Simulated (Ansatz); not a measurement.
# Fields on a plane of SnSe2 (CdI2 type)

```xyz
3
Lattice="3.7936 0.0000 0.0000 -1.8968 3.2854 0.0000 0.0000 0.0000 5.7438" Properties=species:S:1:pos:R:3 pbc="T T T"
Sn     0.0000     0.0000     0.0000
Se     0.0000     2.1903     1.5854
Se     1.8968     1.0951     4.1584
```

The slice is a (-1 1 0 2) plane (indices of the conventional cell) through the point (0.333, 0.667, 0.276) (fractional), spanned by u = [110] and v = [1 -1 1] in vectors of this cell: u (3.79 Å) and v (8.73 Å, at 90° to u). It covers one period; positions are fractions (u, v).

Atoms on it: Sn at (0.00, 0.69), 0.2 Å off the plane; Se at (0.00, 0.00). Other atoms lie within 1 Å of the plane.

The numbers are results of PBEsol-D3(BJ) (plane waves to 420 eV, PAW, scalar-relativistic; Ansatz, a program for electronic structure), not measurements. k mesh 10×10×6. Near the nuclei the fields are pseudised (PAW); where an atom keeps semicore shells as valence, they peak there. At this level the bands of SnSe2 touch or barely overlap; measurements give the solid a gap. SnSe2 was relaxed with its symmetry unable to fall.

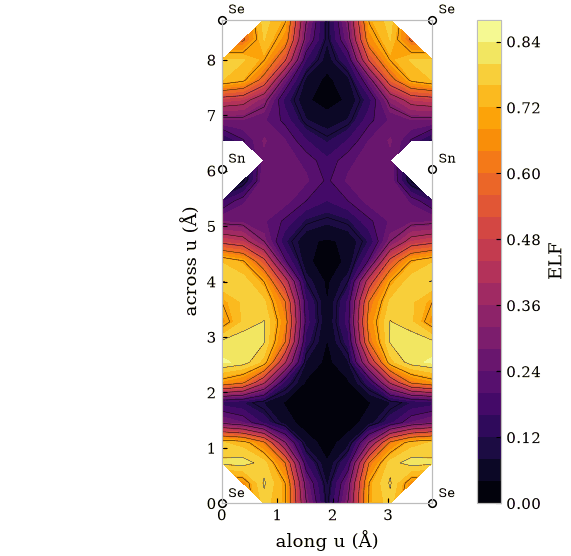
Electron localisation function (ELF), one period of the plane, atoms marked. Points within 0.5 Å of a nucleus are left white, as the pseudised field means little there.

```
|%%##==--::..::--==##|
|++++==--::..::--==++|
|====--::......::--==|
|------::......::----|
|====--::......::--==|
|****==--::::::--==**|
|%%##++--::::::--++##|
|%%##++--::::::--++##|
|**++==--::::::--==++|
|====--::......::--==|
|----::::......::::--|
|==----::..  ..::----|
|++==--::......::--==|
|**++==--......--==++|
|##**==--::..::--==**|
|**++==--......--==++|
|====--::..  ..::--==|
|----::..      ..::--|
|::::..          ..::|
|::::....      ....::|
|==----::..  ..::----|
|++++==--......--==++|
|%%##++--::..::--++##|
|@@%%++--::::::--++%%|
```
Scale: ten equal steps from -1.81 (start of ' ') to 1.66 (end of '@'), in the order ' .:-=+*#%@'. Values: log₁₀ of the valence density in e/Å³. The map has 10 points along u (two characters each, u = 0 at the left) and 24 along v (v = 0 in the bottom row). The scale is logarithmic, as a density can span decades between atoms and voids.
